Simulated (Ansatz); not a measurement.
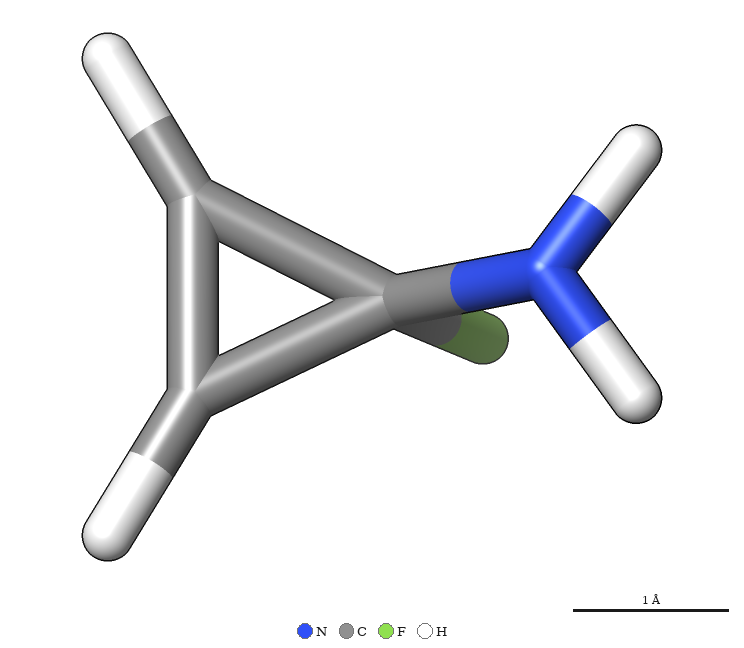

Stick drawing of a structure.

What is the molecular formula?

Answer. C3H4FN, 9 atoms: 3 carbon, 4 hydrogen, 1 fluorine and 1 nitrogen.

Describe its rings.

Answer. Independent rings (smallest set): 1 of 3 members.

Which point group does it belong to?

Answer. Cs.

Count the bonded pairs by element.

Answer. 3 C–C, 2 N–H, 2 C–H, 1 C–N, 1 C–F.

The parts below concern this one geometry. Atoms keep their numbers from picture to picture. The computed structure is the end point of a PBE0-D4/def2-TZVP optimisation.

Levels of theory compared

Program: Ansatz 0.2.0.

Compare HOMO energy (eV) at these levels: B97M-V/def2-TZVPP; BLYP-D4/def2-TZVPP; HSE06 (plane-wave form)-D4/def2-TZVPP; SPW92 (LDA)/def2-TZVPP; r2SCAN-D4/def2-TZVPP; r2SCANh-D4/def2-TZVPP; revPBE-D4/def2-TZVPP; ωB97M-V/def2-QZVPP; ωB97M-V/def2-TZVPP; ωB97X-V/def2-TZVPP.

```csv
level,HOMO energy (eV)
B97M-V/def2-TZVPP,−6.48
BLYP-D4/def2-TZVPP,−5.89
HSE06 (plane-wave form)-D4/def2-TZVPP,−7.15
SPW92 (LDA)/def2-TZVPP,−6.16
r2SCAN-D4/def2-TZVPP,−6.33
r2SCANh-D4/def2-TZVPP,−6.92
revPBE-D4/def2-TZVPP,−5.93
ωB97M-V/def2-QZVPP,−10.03
ωB97M-V/def2-TZVPP,−9.97
ωB97X-V/def2-TZVPP,−10.06
```

Dipole moment

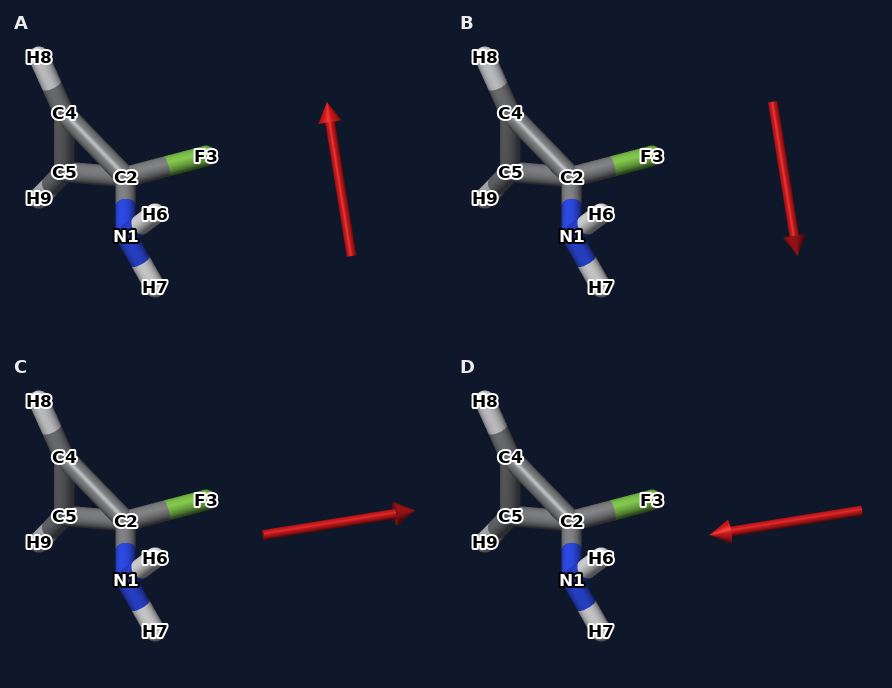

The same molecule four times, each with an arrow. Method: RKS PBE0-D4/def2-TZVP (Ansatz 0.2.0).

Which arrow points along the dipole moment, from the negative to the positive end?

Answer. D. The dipole moment is 1.02 D; it points from the side of F3 to the side of H8, H9 (the outermost atoms at the two ends).

Charges

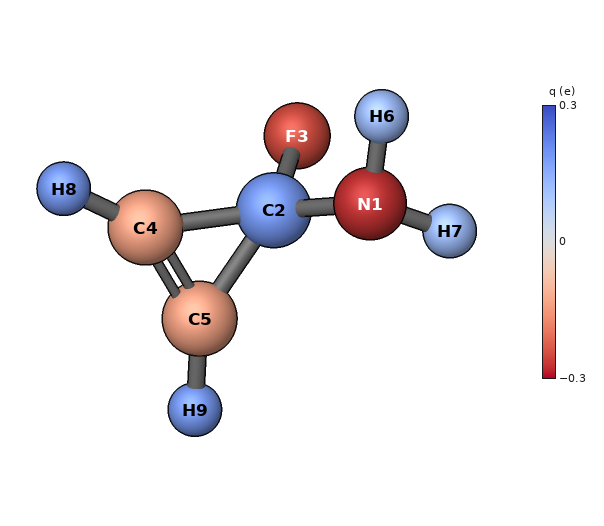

Atoms are coloured by their Mulliken charges. Level of theory: RKS ωB97M-V/def2-TZVPP (Ansatz 0.2.0).

List the Mulliken charges.

```json
{"atom": "N1", "value (e)": "−0.27"}
{"atom": "C2", "value (e)": "0.18"}
{"atom": "F3", "value (e)": "−0.24"}
{"atom": "C4", "value (e)": "−0.13"}
{"atom": "C5", "value (e)": "−0.13"}
{"atom": "H6", "value (e)": "0.12"}
{"atom": "H7", "value (e)": "0.12"}
{"atom": "H8", "value (e)": "0.18"}
{"atom": "H9", "value (e)": "0.18"}
```

Mulliken values depend strongly on the basis set and can even reverse the polarity of a bond.
